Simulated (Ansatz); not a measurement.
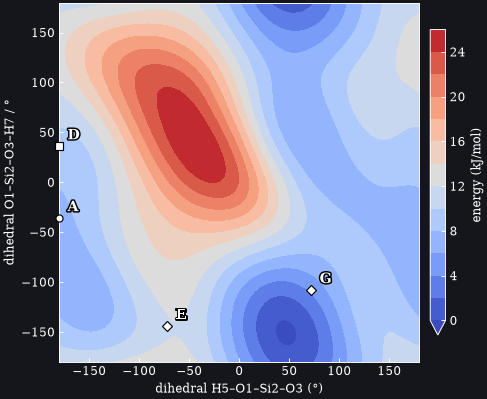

ClH3O2Si, SMILES O[SiH](O)Cl. First axis: dihedral H5–O1–Si2–O3. Second axis: dihedral O1–Si2–O3–H7. Nothing is relaxed (all other coordinates rigid). The grid has 10 × 10 points. Points are written as (first, second). Energies are in kJ/mol, from the lowest grid point. Level of theory: RKS r2SCAN0-D4/def2-SVP in Ansatz.

The picture shows filled contours, lettered points. Between grid points the surface is interpolated.

**What kind of point is each of E, G: minimum, saddle, maximum or slope?**

E: saddle point; G: on a slope. (In these two coordinates alone; a stationary point may lie a little off the grid point.)

**Rank the lettered points by energy, lowest first.**

G (4.3 kJ/mol), A (7.4 kJ/mol), D (9.1 kJ/mol), E (11.8 kJ/mol).
